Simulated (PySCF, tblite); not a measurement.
# Si2H5O radical, a cluster model of a defect (Si site with back bonds O[SiH3], [H], [H]): EPR parameters

Wanted: the EPR parameters for `[SiH2]O[SiH3]`. It is drawn as: dangling bond.

Programs: tblite 0.8.0 and PySCF 2.14.0. All values are calculated, for the isolated system unless a continuum is named. Atoms count from 0, parts from 1.

## (1) Starting point

8 atoms, charge 0, multiplicity 2; geometry: distance geometry start.

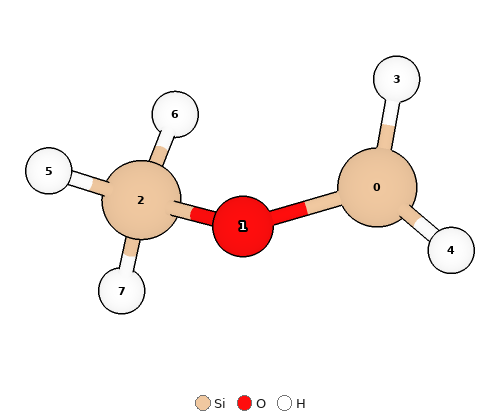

The starting geometry (silicon light orange, oxygen red, hydrogen white), atoms numbered.

## (2) Geometry optimisation with GFN2-xTB

What the job is given:

```
{"job": {"kind": "relax", "xc": "GFN2-xTB", "basis": "xTB"}, "charge": 0, "multiplicity": 2}
Si     0.665324    -0.835221     0.126077
O     -0.644233    -0.854368     1.324263
Si    -2.363497    -1.055577     0.978742
H      0.622500     0.183966    -0.819543
H      1.955685    -1.195097     0.625252
H     -3.098027    -0.151014     1.788309
H     -2.577031    -0.756937    -0.404917
H     -2.762103    -2.386947     1.249814
```

With the program's defaults for keys left out, this is: GFN2-xTB geometry optimisation, gas phase.

Command:

```sh
$ OMP_NUM_THREADS=1 python cluster_run.py task.json out
```

This one command runs all jobs of the session in turn.

What it wrote:

```text
step      E/eV     max force
  0    -274.52726    2.990
  1    -274.82126    1.613
  2    -274.93484    0.663
  3    -274.96031    0.620
  4    -275.12066    0.709
  5    -275.15241    0.511
  6    -275.18294    0.503
  7    -275.19537    0.410
  8    -275.21632    0.428
  9    -275.22654    0.382
 10    -275.24346    0.341
 11    -275.25812    0.354
 12    -275.26915    0.235
 13    -275.27435    0.192
 14    -275.27847    0.244
 15    -275.28500    0.278
 16    -275.29546    0.294
 17    -275.30700    0.363
 18    -275.31497    0.349
 19    -275.32085    0.222
 20    -275.32512    0.192
 21    -275.33072    0.306
 22    -275.34025    0.366
 23    -275.35019    0.360
 24    -275.35591    0.234
 25    -275.35996    0.247
 26    -275.36231    0.130
 27    -275.36357    0.104
 28    -275.36534    0.111
 29    -275.36681    0.098
 30    -275.36870    0.105
 31    -275.37057    0.140
 32    -275.37117    0.080
 33    -275.37195    0.051
 34    -275.37210    0.035
 35    -275.37234    0.051
 36    -275.37253    0.055
 37    -275.37279    0.046
 38    -275.37287    0.024
 39    -275.37290    0.009
 40    -275.37290    0.010
 41    -275.37292    0.013
 42    -275.37293    0.015
 43    -275.37295    0.011
 44    -275.37295    0.005
```

It took 0.49 s on 1 thread of Arm Neoverse V1, shared host.

Step by step: (not every step is listed)

| step | energy from step 0 (eV) | largest force (eV/Å) |
| --- | --- | --- |
| 0 | 0.0000 | 2.9904 |
| 1 | -0.2940 | 1.6128 |
| 2 | -0.4076 | 0.6632 |
| 3 | -0.4330 | 0.6204 |
| 4 | -0.5934 | 0.7089 |
| 5 | -0.6251 | 0.5107 |
| 6 | -0.6557 | 0.5032 |
| 7 | -0.6681 | 0.4098 |
| 8 | -0.6891 | 0.4277 |
| 11 | -0.7309 | 0.3536 |
| 14 | -0.7512 | 0.2437 |
| 17 | -0.7797 | 0.3638 |
| 20 | -0.7979 | 0.1920 |
| 23 | -0.8229 | 0.3599 |
| 26 | -0.8350 | 0.1297 |
| 29 | -0.8395 | 0.0984 |
| 32 | -0.8439 | 0.0794 |
| 35 | -0.8451 | 0.0507 |
| 38 | -0.8456 | 0.0241 |
| 39 | -0.8456 | 0.0091 |
| 40 | -0.8456 | 0.0094 |
| 41 | -0.8457 | 0.0130 |
| 42 | -0.8457 | 0.0145 |
| 43 | -0.8457 | 0.0104 |
| 44 | -0.8457 | 0.0051 |

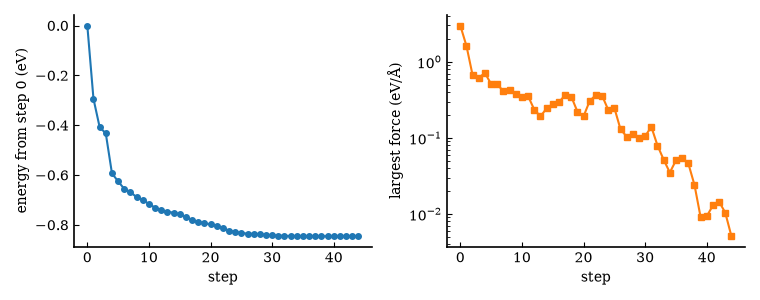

Energy and force, step by step.

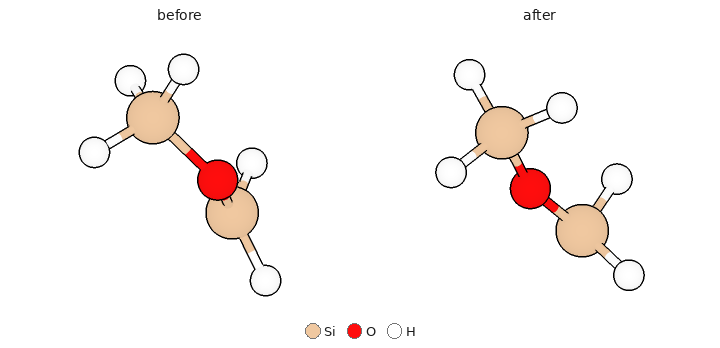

Before and after, at one scale.

Distances of close pairs at the start and the end, largest changes first:

| bond | before (Å) | after (Å) | change (Å) |
| --- | --- | --- | --- |
| Si0–O1 | 1.775 | 1.623 | -0.152 |
| O1–Si2 | 1.765 | 1.617 | -0.148 |
| Si0–H3 | 1.391 | 1.456 | +0.065 |
| Si2–H5 | 1.419 | 1.464 | +0.045 |
| Si2–H7 | 1.416 | 1.460 | +0.044 |
| Si2–H6 | 1.432 | 1.461 | +0.029 |
| Si0–H4 | 1.430 | 1.456 | +0.026 |

## (3) Geometry optimisation at PBE0-D3(BJ)/def2-SVP

What the job is given:

```
{"job": {"xc": "PBE0", "basis": "def2-SVP", "d3": "d3bj", "grid": 2, "kind": "geom", "shake": 0.01}, "charge": 0, "multiplicity": 2}
Si     1.806119    -0.048702    -0.567147
O      0.229430    -0.372177    -0.238940
Si    -1.315051    -0.226847     0.258576
H      1.862283     1.221025    -1.333882
H      2.517468    -0.031905     0.675132
H     -1.358864     0.824751     1.288472
H     -2.071475     0.137363    -0.909004
H     -1.623833    -1.532063     0.798893
```

What it wrote:

```text
step   0  E = -656.64497974  max force = 0.021538
step   1  E = -656.65188541  max force = 0.003602
step   2  E = -656.65208793  max force = 0.000761
step   3  E = -656.65210895  max force = 0.000435
step   4  E = -656.65211422  max force = 0.000422
optimisation converged
```

It took 17 s on 1 thread of Arm Neoverse V1, shared host; peak memory 0.38 GiB.

The steps of the relaxation:

| step | energy from step 0 (eV) | largest force component (eV/Å) |
| --- | --- | --- |
| 0 | 0.0000 | 1.1075 |
| 1 | -0.1879 | 0.1852 |
| 2 | -0.1934 | 0.0391 |
| 3 | -0.1940 | 0.0224 |
| 4 | -0.1941 | 0.0217 |

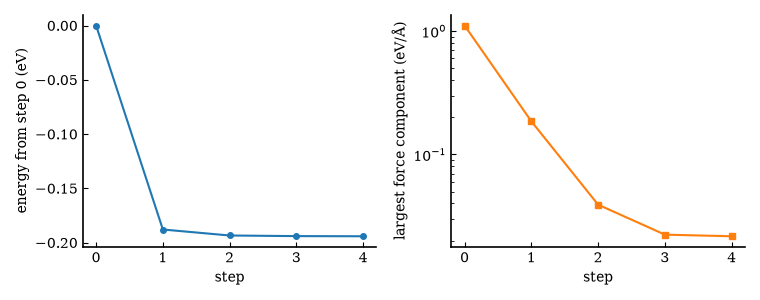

Energy and force, step by step.

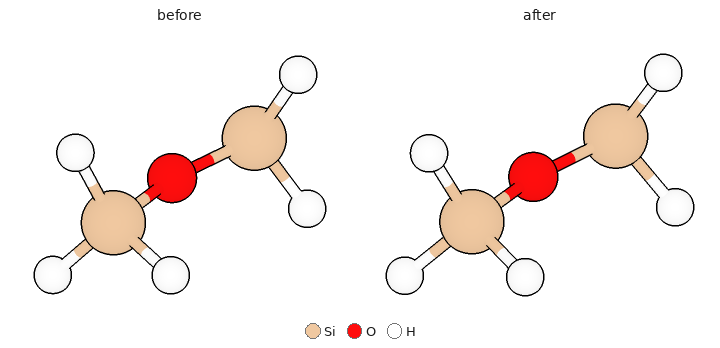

The geometry before (left) and after (right).

Distances of close pairs at the start and the end, largest changes first:

| bond | before (Å) | after (Å) | change (Å) |
| --- | --- | --- | --- |
| Si0–H4 | 1.432 | 1.501 | +0.069 |
| Si2–H6 | 1.438 | 1.493 | +0.055 |
| Si2–H7 | 1.446 | 1.491 | +0.045 |
| O1–Si2 | 1.629 | 1.652 | +0.023 |
| Si2–H5 | 1.473 | 1.494 | +0.022 |
| Si0–H3 | 1.484 | 1.501 | +0.017 |
| Si0–O1 | 1.643 | 1.650 | +0.008 |

The end geometry stands in the next job.

| at the end point | value |
| --- | --- |
| point group (found at 0.08 Å tolerance) | C1 |
| rotational constants (GHz, main isotopes) | 46.418, 2.861, 2.841 |
| dipole moment (D) | 0.21 |
| ⟨S²⟩ | 0.751 |

## (4) g tensor and hyperfine couplings: B3LYP/IGLO-III+pcH-1

What the job is given:

```
{"job": {"kind": "epr"}, "charge": 0, "multiplicity": 2}
Si     1.851765    -0.032083    -0.586885
O      0.270102    -0.357498    -0.245719
Si    -1.303788    -0.243139     0.244213
H      1.960831     1.263254    -1.337227
H      2.640583     0.044568     0.687649
H     -1.437455     0.801080     1.304645
H     -2.168403     0.123774    -0.915808
H     -1.742977    -1.559302     0.790381
```

With the program's defaults for keys left out, this is: UKS B3LYP, IGLO-III on O Si, pcH-1 on H, non-relativistic, mean-field spin-orbit, GIAO.

What it wrote:

```text
UKS, coarse grid
  cycle   1  E = -657.21001635  |g| = 6.07e-01
  cycle   2  E = -656.74177537  |g| = 1.23e+00
  cycle   3  E = -657.32813717  |g| = 8.82e-02
  cycle   4  E = -657.33149886  |g| = 2.43e-02
  cycle   5  E = -657.33170832  |g| = 3.02e-03
  cycle   6  E = -657.33171321  |g| = 9.36e-04
UKS, final grid
  cycle   1  E = -657.33172079  |g| = 7.99e-04
  cycle   2  E = -657.33172071  |g| = 9.95e-04
  cycle   3  E = -657.33172105  |g| = 2.65e-04
  cycle   4  E = -657.33172107  |g| = 3.59e-05
  cycle   5  E = -657.33172107  |g| = 1.09e-05
E = -657.33172107 Eh   <S^2> = 0.7513 (exact 0.7500)
g shifts (ppm)      1          2          3
  rmc          -147       -147       -147
  gc             58         22         55
  oz_so       -1162        -98       1663
  total       -1251       -222       1571
hyperfine (MHz)  atom isotope    a_iso     a_fc   dipolar eigenvalues
    0  29Si    -675.27    -676.53   -149.87     74.70     75.17
    1   17O     -47.81     -47.76    -21.72     10.27     11.45
    2  29Si     -13.81     -13.84     -3.73      1.69      2.04
    3    1H     105.82     105.82     -8.09      0.22      7.87
    4    1H     106.55     106.54     -8.08      0.23      7.85
    5    1H       7.68       7.68     -1.21     -0.86      2.07
    6    1H      -0.84      -0.84     -1.16     -0.96      2.12
    7    1H      -1.04      -1.04     -1.16     -0.95      2.11
```

Wall time 16 s (1 thread of Arm Neoverse V1, shared host); peak memory 0.54 GiB.

Principal g values 2.00107, 2.00210, 2.00389; g(iso) = 2.00235, against 2.00232 for a free electron.

Hyperfine couplings, nucleus by nucleus at this fixed geometry (no averaging over rotations):

| nuclei | isotope | a(iso) (MHz) | a(iso) (G, at g = 2.0023) | largest dipolar term (MHz) |
| --- | --- | --- | --- | --- |
| Si0 | 29Si | -675.3 | -241.0 | -149.9 |
| H4 | 1H | 106.5 | 38.0 | -8.1 |
| H3 | 1H | 105.8 | 37.8 | -8.1 |
| O1 | 17O | -47.8 | -17.1 | -21.7 |
| Si2 | 29Si | -13.8 | -4.9 | -3.7 |
| H5 | 1H | 7.7 | 2.7 | 2.1 |
| H7 | 1H | -1.0 | -0.4 | 2.1 |
| H6 | 1H | -0.8 | -0.3 | 2.1 |

Mulliken spin populations:

| atom | value (e) |
| --- | --- |
| Si0 | 0.86 |
| O1 | 0.02 |
| Si2 | 0.01 |
| H3 | 0.05 |
| H4 | 0.05 |
| H5 | 0.01 |
| H6 | 0.00 |
| H7 | 0.00 |

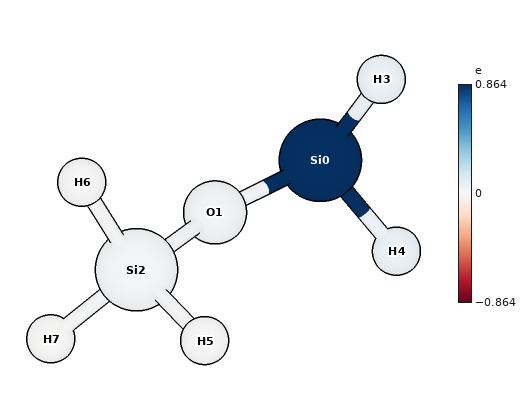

Mulliken spin populations, as colours on the atoms.

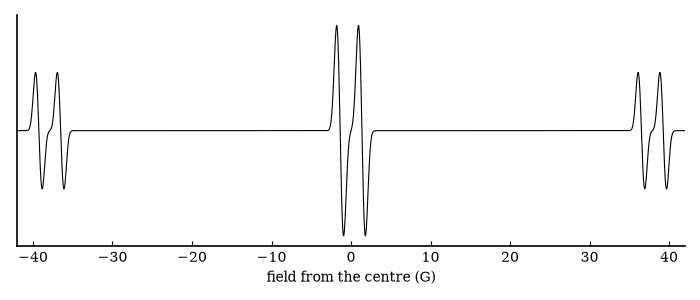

First-order isotropic spectrum (first derivative, main isotopes with spin only, couplings over 0.8 MHz, Gaussian width 0.3 G; couplings of the frozen geometry, rotation of groups not averaged beyond the rows shown).

## (5) EPR parameters: BHandHLYP/IGLO-III+pcH-1

The job, as its differences from that of step 4:

```diff
@@ -1,2 +1,2 @@
-{"job": {"kind": "epr"}, "charge": 0, "multiplicity": 2}
+{"job": {"kind": "epr", "xc": "BHandHLYP"}, "charge": 0, "multiplicity": 2}
 Si     1.851765    -0.032083    -0.586885
```

Method: UKS BHandHLYP, IGLO-III on O Si, pcH-1 on H, non-relativistic, mean-field spin-orbit, GIAO.

What it wrote:

```text
UKS, coarse grid
  cycle   1  E = -657.15362617  |g| = 5.06e-01
  cycle   2  E = -657.08234256  |g| = 6.79e-01
  cycle   3  E = -657.24527191  |g| = 4.16e-02
  cycle   4  E = -657.24615747  |g| = 1.17e-02
  cycle   5  E = -657.24622535  |g| = 1.81e-03
  cycle   6  E = -657.24623308  |g| = 5.64e-04
UKS, final grid
  cycle   1  E = -657.24623752  |g| = 3.64e-04
  cycle   2  E = -657.24623761  |g| = 3.72e-04
  cycle   3  E = -657.24623767  |g| = 9.38e-05
  cycle   4  E = -657.24623768  |g| = 4.09e-05
  cycle   5  E = -657.24623768  |g| = 5.34e-06
E = -657.24623768 Eh   <S^2> = 0.7519 (exact 0.7500)
g shifts (ppm)      1          2          3
  rmc          -147       -147       -147
  gc             58         21         53
  oz_so       -1207        -70       1476
  total       -1296       -196       1382
hyperfine (MHz)  atom isotope    a_iso     a_fc   dipolar eigenvalues
    0  29Si    -705.81    -707.05   -152.83     75.62     77.21
    1   17O     -50.94     -50.90    -20.41      9.63     10.79
    2  29Si     -11.69     -11.72     -3.42      1.49      1.92
    3    1H     108.04     108.03     -7.89      0.28      7.61
    4    1H     108.74     108.74     -7.88      0.29      7.59
    5    1H       5.91       5.91     -1.14     -0.87      2.01
    6    1H      -0.80      -0.80     -1.11     -0.95      2.07
    7    1H      -1.19      -1.19     -1.12     -0.94      2.07
```

Wall time 17 s (1 thread of Arm Neoverse V1, shared host); peak memory 0.54 GiB.

In short: g(iso) 2.00228.

## (6) Comparing the runs: EPR parameters

g, ⟨S²⟩ and isotropic hyperfine couplings (MHz), with basis size and wall time:

| run | g(iso) | ⟨S²⟩ | 29Si Si0 | 1H H4 | 1H H3 | 17O O1 | 29Si Si2 | functions | time |
| --- | --- | --- | --- | --- | --- | --- | --- | --- | --- |
| B3LYP/IGLO-III+pcH-1 | 2.00235 | 0.751 | -675.3 | 106.5 | 105.8 | -47.8 | -13.8 | 173 | 16 s |
| BHandHLYP/IGLO-III+pcH-1 | 2.00228 | 0.752 | -705.8 | 108.7 | 108.0 | -50.9 | -11.7 | 173 | 17 s |

## (7) Outcome

```
                            quantity                    value
                         point group                       C1
rotational constants (main isotopes)    46.42, 2.86, 2.84 GHz
                      g(iso) (B3LYP)                  2.00235
                                ⟨S²⟩       0.751 (exact 0.75)
                      largest a(iso)  29Si on Si0, -675.3 MHz
```

**Reading.** Over 4 steps the energy fell by 0.194 eV; of the close pairs, Si0–H4 changed most, 1.432 to 1.501 Å (PBE0/def2-SVP). No frequency check was run at this level, so the end point may be a saddle. Si0 carries the largest spin population, 0.86 e. The isotropic g lies 0.0 ppt above the free-electron value. The coupling of 29Si on Si0 runs from -705.8 (BHandHLYP/IGLO-III+pcH-1) to -675.3 MHz (B3LYP/IGLO-III+pcH-1).
